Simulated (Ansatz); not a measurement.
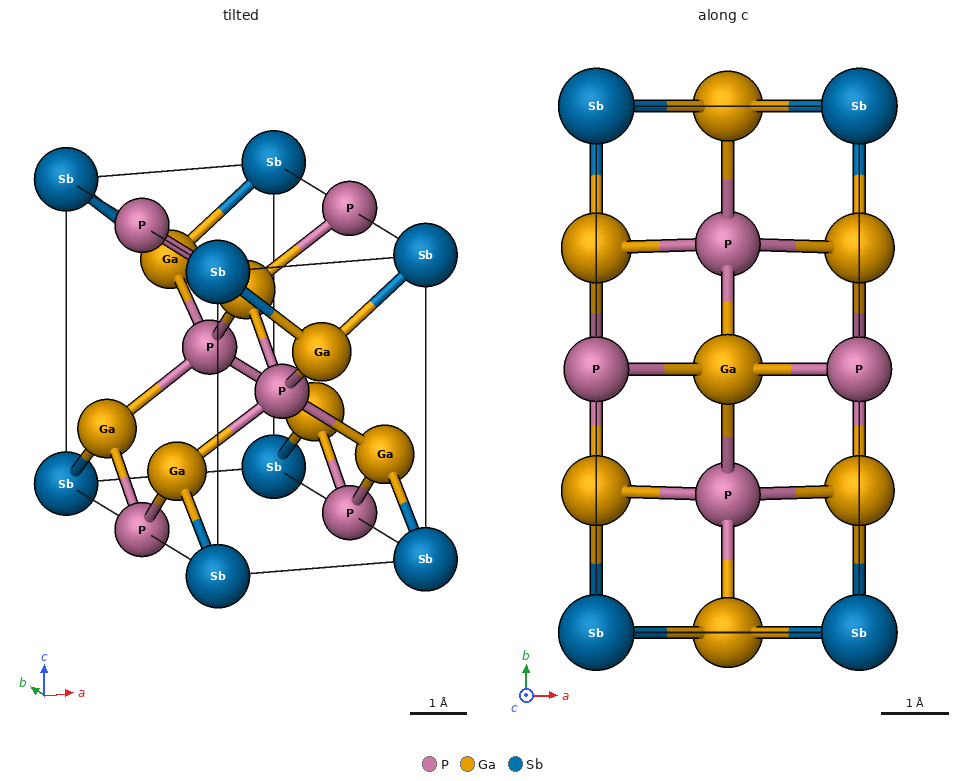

The image is a ball-and-stick drawing of a crystal, viewed slightly off an axis and along the c axis. One conventional unit cell is framed, with atoms on its boundary repeated.

Ga₄SbP₃, space group Pmm2 (No. 25), a = 3.973 Å, b = 7.954 Å, c = 5.610 Å, α = 90.00°, β = 90.00°, γ = 90.00°. It goes back to a structure type filled with these elements by a generator (whether the compound takes this form wasn't checked). Earlier steps of the study, as a rule a relaxation of our own, may have changed the cell and positions, so they can lie some per cent off the listed ones. Ansatz was used for an electronic-structure calculation on it.

This one geometry was computed with Ansatz (DFT, plane waves, PAW) at five levels of theory: r2SCAN, HSE06, PBE with spin-orbit coupling, PBE0 and PBE. It was relaxed beforehand with r2SCAN.

### Which level gives the highest pressure at this volume, and what does that say about its equilibrium volume?

Highest: PBE with spin-orbit coupling (2.3 GPa) and PBE (2.3 GPa), which points to the largest equilibrium volume. Lowest, with the smallest volume: r2SCAN (0.0 GPa) and PBE0 (0.3 GPa). Levels within 0.5 GPa of each other can't be told apart.

### How does the band gap change with the level of theory?

PBE with spin-orbit coupling: a gap of 0.50 eV, direct; PBE: a gap of 0.52 eV, indirect; r2SCAN: a gap of 0.85 eV, indirect; HSE06: a gap of 1.22 eV, indirect; PBE0: a gap of 1.87 eV, indirect.

### Collect the results in a table.

| level | cutoff (eV) | k-mesh of the run's cell | gap (eV) | pressure (GPa) |
| --- | --- | --- | --- | --- |
| r2SCAN | 500 | 6×4×4 | 0.85 | 0.0 |
| HSE06 | 420 | 4×2×4 | 1.22 | 0.6 |
| PBE with spin-orbit coupling | 420 | 6×4×4 | 0.50 | 2.3 |
| PBE0 | 420 | 4×2×4 | 1.87 | 0.3 |
| PBE | 420 | 6×4×4 | 0.52 | 2.3 |

Gaps are taken on the k-mesh or band path of each run.
